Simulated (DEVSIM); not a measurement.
System: CdS/CdTe n-p heterojunction, at 300 K.

```csv
layer (left to right),material,thickness (μm),Nd (cm⁻³),Na (cm⁻³),τn (s),τp (s)
1,CdS,0.290,3.4e16,-,1.5e-9,1.5e-9
2,CdTe,1.40,-,1.1e18,1.5e-9,1.5e-9
```

Left contact: ohmic. Right contact: ohmic. Voltage is applied to the left contact. Recombination: SRH at mid-gap, radiative, Auger. Mobility is constant in doping.

Constants are typed, rounded textbook-type inputs, not results; the design itself was drawn at random and stands for no fabricated device. Values at 300 K.

```csv
parameter,CdS,CdTe
gap (eV),2.4,1.5
affinity (eV),4.3,4.28
permittivity,9,10.2
Nc (cm⁻³),2.2e18,8e17
Nv (cm⁻³),1.8e19,1.8e19
μn (cm²/Vs),300,1000
μp (cm²/Vs),25,80
B (cm³/s),1e-10,1e-10
Cn (cm⁶/s),1e-30,1e-30
Cp (cm⁶/s),1e-30,1e-30
```

DEVSIM, 1D drift-diffusion, Boltzmann statistics, complete ionisation; no tunnelling, impact ionisation, image-force lowering or self-heating. Band offsets follow the typed affinities; no thermionic-emission limit at abrupt steps, no polarisation charge.

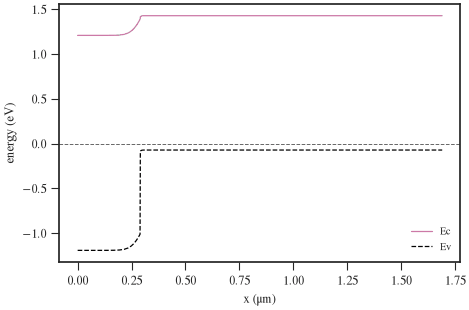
Band edges at -1.1 V on the left contact

Energies count from the Fermi level of the right contact; mesh points crowd at the junctions.

```
x (μm)    Ec (eV)  Ev (eV)  n (cm⁻³)  p (cm⁻³)  field (V/cm)
--------  -------  -------  --------  --------  ------------
0.000       1.208   -1.192    3.4e16     < 1e2           ≈ 0
0.005140    1.208   -1.192    3.4e16     < 1e2           ≈ 0
0.01642     1.208   -1.192    3.4e16     < 1e2           ≈ 0
0.03854     1.208   -1.192    3.4e16     < 1e2           ≈ 0
0.1071      1.208   -1.192    3.4e16     < 1e2            24
0.1939      1.212   -1.188    2.9e16     < 1e2          2000
0.2472      1.254   -1.146    5.7e15     < 1e2         18000
0.2764      1.335   -1.065    2.5e14     < 1e2         37000
0.2858      1.373   -1.027    5.8e13     < 1e2         44000
0.2906      1.414   -0.086    4.3e12    6.4e17         35000
0.2965      1.425   -0.075    2.8e12    9.8e17          8100
0.3151      1.428   -0.072    2.4e12    1.1e18            51
0.3473      1.428   -0.072    2.4e12    1.1e18           ≈ 0
0.4194      1.428   -0.072    2.2e12    1.1e18           ≈ 0
0.6403      1.428   -0.072    1.8e12    1.1e18           ≈ 0
1.018       1.428   -0.072    1.1e12    1.1e18           ≈ 0
1.381       1.428   -0.072    5.0e11    1.1e18           ≈ 0
1.544       1.428   -0.072    2.4e11    1.1e18           ≈ 0
1.638       1.428   -0.072    8.5e10    1.1e18           ≈ 0
1.667       1.428   -0.072    3.7e10    1.1e18           ≈ 0
1.682       1.428   -0.072    1.3e10    1.1e18           ≈ 0
1.690       1.428   -0.072     < 1e2    1.1e18           ≈ 0
```
